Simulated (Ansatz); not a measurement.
**From PBE to G0W0: SiO2 (Cristobalite)**

Wanted: the gap of SiO2 (Cristobalite) with a many-body correction, and the time that it takes.

Method: PBE, then G0W0 on it, plane waves, PAW, in Ansatz 0.2.0.

The database entry behind the starting cell lists a temperature of 340 K, so it need not match the best structure at ambient conditions.

### 1. The structure

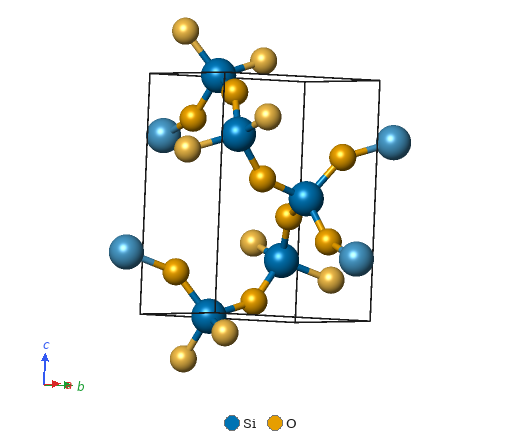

The cell as given, slightly off an axis (silicon blue, oxygen orange). Some periodic images of atoms are drawn too.

The cell and positions come from the Crystallography Open Database and are kept as given unless a step says otherwise.

### 2. Bands along the symmetry lines

Levels along a band path and on the mesh show where this functional puts the band edges.

This step: DFT, PBE, plane waves, PAW; PAW set soft_1.

input.yaml

```yaml
crystal:
  lattice:
    - [4.982, 0.0, 0.0]
    - [0.0, 4.982, 0.0]
    - [0.0, 0.0, 6.963]
  atoms:
    - { symbol: Si, position: [0.29897, 0.29897, 0.0] }
    - { symbol: Si, position: [0.20103, 0.79897, 0.25] }
    - { symbol: Si, position: [0.70103, 0.70103, 0.5] }
    - { symbol: Si, position: [0.79897, 0.20103, 0.75] }
    - { symbol: O, position: [0.23989, 0.10347, 0.17813] }
    - { symbol: O, position: [0.39653, 0.73989, 0.42813] }
    - { symbol: O, position: [0.76011, 0.89653, 0.67813] }
    - { symbol: O, position: [0.60347, 0.26011, 0.92813] }
    - { symbol: O, position: [0.73989, 0.39653, 0.57187] }
    - { symbol: O, position: [0.89653, 0.76011, 0.32187] }
    - { symbol: O, position: [0.26011, 0.60347, 0.07187] }
    - { symbol: O, position: [0.10347, 0.23989, 0.82187] }
kpoints:
  mp_grid: { grid: [6, 6, 4] }
  band_path:
    path:
      - [[0.0, 0.0, 0.0], [0.0, 0.5, 0.0], [0.5, 0.5, 0.0], [0.0, 0.0, 0.0], [0.0, 0.0, 0.5], [0.0, 0.5, 0.5], [0.5, 0.5, 0.5], [0.0, 0.0, 0.5]]
      - [[0.0, 0.5, 0.0], [0.0, 0.5, 0.5]]
      - [[0.5, 0.5, 0.0], [0.5, 0.5, 0.5]]
    npoints: 10
hamiltonian:
  xc: pbe
  pseudopotentials: { kind: paw, azcp: { folder: soft_1 } }
scf:
  occupations: { method: fermi_dirac, width: 0.02 }
  n_extra_bands: 8
output:
  eigenvalues: true
  forces: true
  stress: true
  write_density: true
  write_potential: true
  elf: true
  volumetric_format: npy
```

The run is started by

```sh
$ ansatz run input.yaml --threads 3 --pin off --max-ram 92160MiB --backend cuda --events-out ev --progress --plain --runs-dir out --devices 1 --max-vram 13GiB
```

Numbers of over 12 decimals in the logs are rounded to 6 here.

What it wrote:

```text
scf.n_extra_bands = 8 over 32 filled bands (N_el = 64.0): the run solves 40 bands
GPUs: using 1 of 1 available (devices: 1).
Engine: ansatz 0.2.0, x86_64-unknown-linux-gnu
Pseudopotentials: kind: paw
Pseudopotential: Si, paw, valence charge 4, recommended cutoff 420 eV (normal), soft_1/Si.paw.azcp
Pseudopotential: O, paw, valence charge 6, recommended cutoff 420 eV (normal), soft_1/O.paw.azcp
Functional definition: PBE
  parameter kappa = 0.804
  parameter beta = 0.066725
  exchange = pbe_x(kappa = kappa, mu = beta*pi^2/3)
  correlation = pbe_c(beta = beta)
device memory: the entry about to start is reckoned to put 2.6 GiB on a device that reports 47.5 GiB free (of which the cap on the GPU budget leaves the run 13.0 GiB)
GPU FFT provider: cuFFT
GPU libraries: cuBLAS 13.8.2, cuFFT 12.4.0, cuSOLVER 12.3.4
Crystal: 12 atoms, lattice volume = 172.824 Å³
Basis set: ecut = 420 eV, 3387 PW (Γ), exchange–correlation on 72×72×96 points (8 copies of the dense FFT grid, shifted against one another)
Bands: 40, of which v1, the nominal top of the filled ones, is band 32 counted from 1 (31 counted from 0)
Symmetry: 8 space group operations
Space group: P41212 (ITA 92), of the structure as read, at distance tolerance 5.6e-5 Å
k-points: 30 of 144 (time reversal used)
Non-local potential: Si, projectors of the file, l = 0: 2, l = 1: 2, l = 2: 1
Non-local potential: O, projectors of the file, l = 0: 2, l = 1: 2, l = 2: 1
PAW form: soft (Blöchl's): semilocal exchange-correlation on the pseudo side does not see the compensation charge
PAW one-centre angular grid: Si, 110 points (default); XC on 64 Gauss nodes
PAW one-centre angular grid: O, 110 points (default); XC on 64 Gauss nodes
Initial density: superposition of atomic densities (chi_scale 0.1, normalization cell, long waves kept (reshape's long-wave potential 0.00 eV rms))
Initial wavefunctions: pseudopotential atomic-orbital guess
GPU buffer pool allocated for 62208 grid points (all kernels)
GPU transforms: local potential and band sums: pruned to the plane-wave sphere, on 36×36×48
Functional: x = pbe(κ = 0.804, μ = 0.219515), c = pbe(β = 0.066725)
SCF iter   1: F=—  HF=-7103.493317 eV  |F-HF|=—  |Δ(HF+E_count)|=         —  Δρ=1.28e-1  dr2=2.53e1  ethr=3.10e-3  ⟨swp⟩=8.3  Hψ=6053  notcnv=0
preconditioner: auto → Resta (q_TF=auto, 2.312 Å⁻¹)  ε∞=2.6  [insulator: Δε(μ)=7.424 eV  Ē_g=17.593 eV  σ=0.020 eV  W_gap=1.00  n_scr=36 (ndim 8)  ℏωp=22.6 eV  f_vac=0.116  D(μ)=0.00/eV (n_scr^D=0)  ε∞_Penn≈2.6]
SCF iter   2: F=—  HF=-7096.390107 eV  |F-HF|=—  |Δ(HF+E_count)|=    7.10e0  Δρ=4.19e-2  dr2=1.31e0  ethr=3.10e-3  ⟨swp⟩=4.0  Hψ=3431  notcnv=0  defer=120
SCF iter   3: F=—  HF=-7096.290501 eV  |F-HF|=—  |Δ(HF+E_count)|=   9.96e-2  Δρ=2.06e-2  dr2=4.23e-1  ethr=2.04e-3  ⟨swp⟩=2.5  Hψ=1223  notcnv=0  defer=120
SCF iter   4: F=—  HF=-7096.297643 eV  |F-HF|=—  |Δ(HF+E_count)|=   7.14e-3  Δρ=1.57e-3  dr2=4.35e-3  ethr=6.61e-4  ⟨swp⟩=4.1  Hψ=2617  notcnv=0  defer=120
SCF iter   5: F=—  HF=-7096.303417 eV  |F-HF|=—  |Δ(HF+E_count)|=   5.77e-3  Δρ=3.56e-4  dr2=1.49e-4  ethr=6.80e-6  ⟨swp⟩=3.5  Hψ=2067  notcnv=0  defer=120
SCF iter   6: F=—  HF=-7096.303522 eV  |F-HF|=—  |Δ(HF+E_count)|=   1.06e-4  Δρ=7.94e-5  dr2=8.35e-6  ethr=2.32e-7  ⟨swp⟩=2.1  Hψ=2010  notcnv=0  defer=120
SCF iter   7: F=—  HF=-7096.304145 eV  |F-HF|=—  |Δ(HF+E_count)|=   6.23e-4  Δρ=1.86e-5  dr2=3.54e-7  ethr=1.31e-8  ⟨swp⟩=2.0  Hψ=2084  notcnv=0  defer=120
SCF iter   8: F=-7096.304145 eV  HF=-7096.304145 eV  |F-HF|=1.02e-8  |Δ(HF+E_count)|=   2.16e-7  Δρ=1.77e-6  dr2=5.10e-9  ethr=1.56e-10  ⟨swp⟩=20.2  Hψ=12005  notcnv=0
SCF 1 converged in 8 iterations: F = -7096.304145 eV  dr2 = 5.10e-9
  greatest PAW one-centre occupation: 0.861 electrons in one spin orbital (limit 2), on the O atom at site 11 (counted from 0), in its partial waves of l = 0
device memory: the entry about to start is reckoned to put 2.6 GiB on a device that reports 47.3 GiB free (of which the cap on the GPU budget leaves the run 13.0 GiB)
NSCF: frozen V_eff on 93 k-points
SCF converged after 8 iterations
Free energy (F): -7096.304145 eV
Harris-Foulkes:  -7096.304145 eV  (|F-HF|=1.02e-8)
Internal energy: -7096.304145 eV  (E = F + TS)
E sigma→0 (E₀):  -7096.304145 eV
Fermi energy:    4.205397 eV
--- Per-component energies (eV) ---
  E_band       = -359.497300
  E_kinetic    = 1560.302726
  E_local      = -4519.463329  (includes V_loc(G=0)·N_el)
  E_nonlocal   = 508.732411
  E_hartree    = 1694.188389
  E_xc         = -805.090755
  E_vxc        = -930.473155  (∫ρ·V_xc dr)
  E_paw        = -3359.150874  (= ΣΔE_a)
  E_vpaw       = -366.981138  (= ΣTr[D̂ρ^β])
  E_aug_tail   = 0.006701  (compensation charges beyond the density's cutoff)
  E_ewald      = -2175.829413
  E_smearing   = -0.000000  (= −TS)
  E_closure    = -0.000000  (closes the sum)
  Σ components = -7096.304145   (vs F -7096.304145, Δ=0.00e0)
--- Forces (eV/Å), atoms counted from 1 ---
  atom   1  Si     0.09898362     0.09898362     0.00000000
  atom   2  Si    -0.09898362     0.09898362     0.00000000
  atom   3  Si    -0.09898362    -0.09898362     0.00000000
  atom   4  Si     0.09898362    -0.09898362    -0.00000000
  atom   5  O     -0.07992495     0.09800680     0.39669103
  atom   6  O     -0.09800680    -0.07992495     0.39669103
  atom   7  O      0.07992495    -0.09800680     0.39669103
  atom   8  O      0.09800680     0.07992495     0.39669103
  atom   9  O     -0.07992495    -0.09800680    -0.39669103
  atom  10  O     -0.09800680     0.07992495    -0.39669103
  atom  11  O      0.07992495     0.09800680    -0.39669103
  atom  12  O      0.09800680    -0.07992495    -0.39669103
  max |Σ_I F_I| component: 1.39e-17 eV/Å
--- Stress (GPa, compression-positive) ---
        6.166070       0.000000      -0.000000
        0.000000       6.166070      -0.000000
       -0.000000      -0.000000       6.824606
  P = ⅓ Tr σ = 6.3856 GPa (63.856 kbar)
--- Band table (eV; the first three rows and the last of 30) ---
  k-point 0: bands = [... 28 lower, 0.6651, 1.0506, 1.0506, 1.3218, 7.0871, 10.2077, 10.2077, 10.6183, ... 4 higher]
  k-point 1: bands = [... 28 lower, 0.7105, 0.8596, 1.0186, 1.2076, 7.4318, 9.4299, 10.4304, 10.7670, ... 4 higher]
  k-point 2: bands = [... 28 lower, 0.8115, 0.8115, 0.9298, 0.9298, 8.3213, 8.3213, 10.8504, 10.8504, ... 4 higher]
  k-point 29: bands = [... 28 lower, 0.6894, 0.6894, 0.6894, 0.6894, 10.6189, 10.6189, 10.6189, 10.6189, ... 4 higher]
```

Run time: 9.6 s. Hardware: 1 × NVIDIA H100 80GB HBM3 (shared by 6 runs) with 3 threads of AMD EPYC 7R13 (Zen 3), shared host; peak memory 0.98 GiB.

This step gave:

| Quantity | Value |
| --- | --- |
| pressure | 6.386 GPa |
| filled bands | 32 |
| gap | 5.765 eV |
| valence top at | Γ |
| conduction bottom at | Γ |
| least direct gap | 5.765 eV |

Over mesh and path the gap is 5.765 eV, direct, at k = Γ. The pressure in this cell is 6 GPa; the cell is kept.

The electronic bands at the labelled points (eV, zero at the top of the highest nominally filled band):

```tsv
point	band 29	band 30	band 31	band 32	band 33	band 34	band 35	band 36
Γ	-0.66	-0.27	-0.27	0.00	5.77	8.89	8.89	9.30
X	-0.65	-0.65	-0.47	-0.47	7.81	7.81	9.34	9.34
M	-0.60	-0.60	-0.55	-0.55	8.78	8.78	8.92	8.92
Γ	-0.66	-0.27	-0.27	0.00	5.77	8.89	8.89	9.30
Z	-0.51	-0.51	-0.39	-0.39	7.00	7.00	9.53	9.53
R	-0.93	-0.93	-0.17	-0.17	8.15	8.15	8.97	8.97
A	-0.63	-0.63	-0.63	-0.63	9.30	9.30	9.30	9.30
Z	-0.51	-0.51	-0.39	-0.39	7.00	7.00	9.53	9.53
jump to X	-0.65	-0.65	-0.47	-0.47	7.81	7.81	9.34	9.34
R	-0.93	-0.93	-0.17	-0.17	8.15	8.15	8.97	8.97
jump to M	-0.60	-0.60	-0.55	-0.55	8.78	8.78	8.92	8.92
A	-0.63	-0.63	-0.63	-0.63	9.30	9.30	9.30	9.30
```

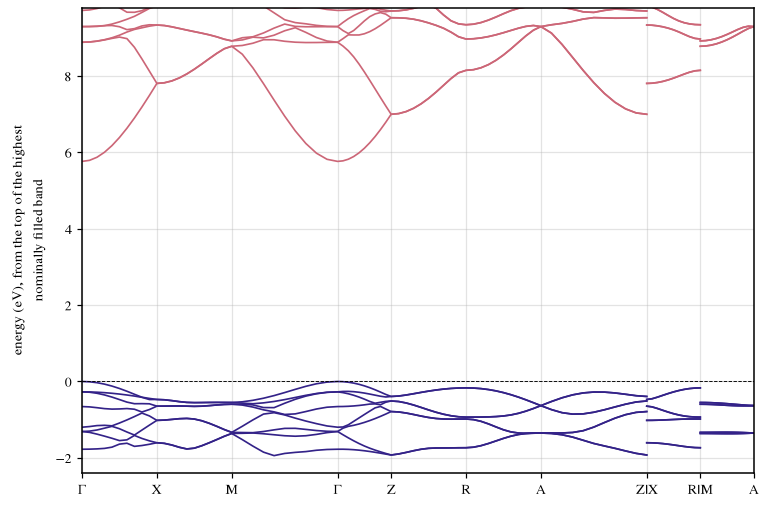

Electronic bands along the path; lines of filled and empty bands in two colours.

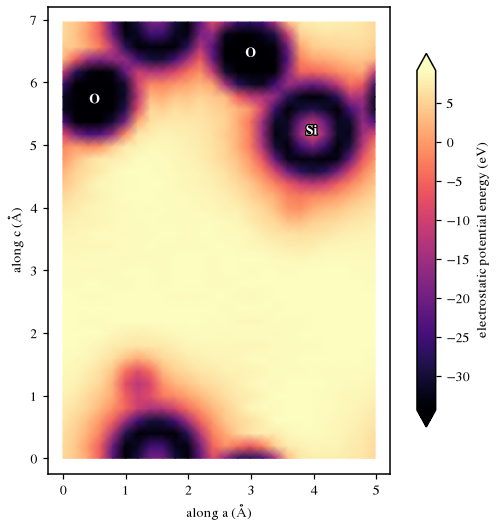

Electrostatic potential energy in the ac plane at fractional y = 0.240, with atoms of Si and O within 0.2 Å of it. With pseudopotentials it is smooth inside the atoms' cores, unlike the true potential.

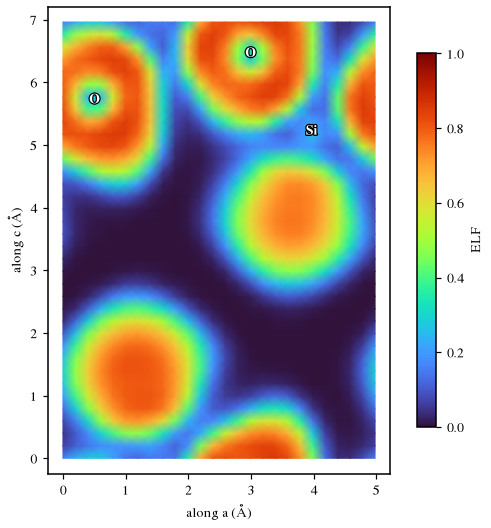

ELF in the ac plane at fractional y = 0.240, with atoms of Si and O within 0.2 Å of it. It is the smooth field of the valence electrons, not physical close to the nuclei.

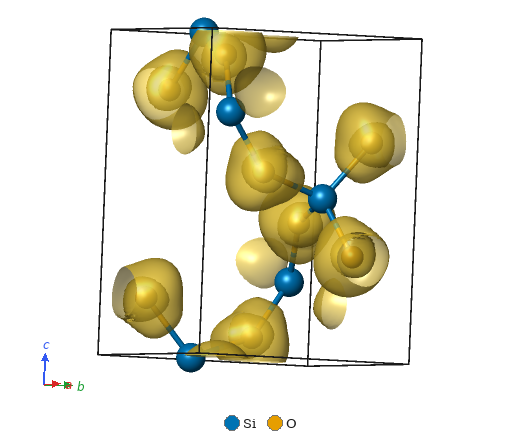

Surface of ELF = 0.78.

(Part 1 of 2 ends here.)

[Paths, hosts, dates, memory and timing lines, banners, echoed tables and standing remarks are left out of the program output.]

[Logs are printed without paths, hosts, clocks, repeated set-up lines and the standing remarks that a program may print on its own settings, such as how far it seeks lower states.]

[Runs of the session that timed out or met a known fault of the program may be left out.]

[Cells called generated may have been cut or substituted from an entry of the Crystallography Open Database or the Materials Project.]

[Hosts, paths, dates, database ids (printed as entryN), source tags and the programs' standing remarks are cut or masked in the printed files.]

[Where an RPA ε∞ is given, it is that of the G0W0 mesh and is not shown converged in it. Names of k-points follow the symmetry that the program found, which can be lower than the space group named. Band edges on a path are those of the sampled points; other points can move an edge, and change direct to indirect where valleys lie close.]

[Hybrid gaps are those of their k-mesh and are not shown converged in it.]
